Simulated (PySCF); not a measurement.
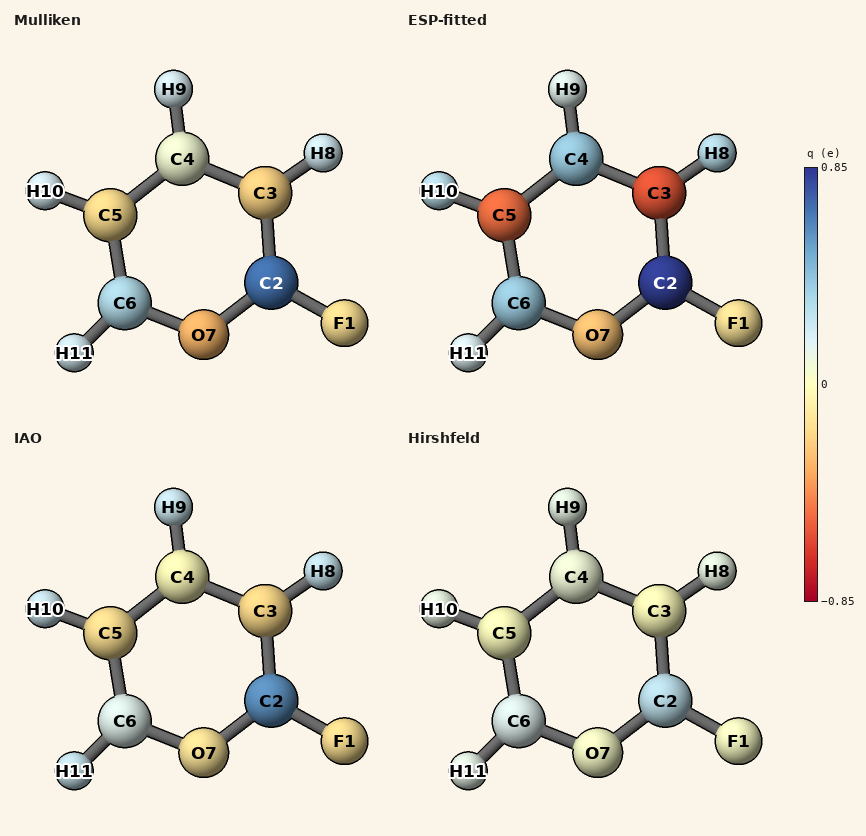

Atomic charges of one calculation by 4 schemes, on one colour scale. The species has charge +1 and is a spin singlet. The computed structure is the end point of a GFN2-xTB optimisation. No frequency run is at hand to confirm it as a minimum. Level of theory: PBE0/pcSseg-1 (PySCF 2.14.0).

Which scheme gives the most polar picture (largest mean size of the charges)?

Answer. The ESP-fitted charges are the largest in size here, and the Hirshfeld charges the smallest.

On which atom do the schemes disagree most?

Answer. On C2 (from 0.27 to 0.81 e); C3 (from −0.56 to −0.01 e).

List the charges (e), one line for each set of equivalent atoms.

```csv
atom,Mulliken,ESP-fitted,IAO,Hirshfeld
F1,−0.15,−0.13,−0.16,0.02
C2,0.68,0.81,0.58,0.27
C3,−0.20,−0.56,−0.18,−0.01
C4,0.06,0.38,−0.01,0.07
C5,−0.17,−0.49,−0.15,0.01
C6,0.31,0.37,0.14,0.15
O7,−0.29,−0.26,−0.13,0.03
H8,0.19,0.29,0.23,0.11
H9,0.18,0.15,0.22,0.11
H10,0.18,0.27,0.22,0.11
H11,0.20,0.16,0.24,0.12
```
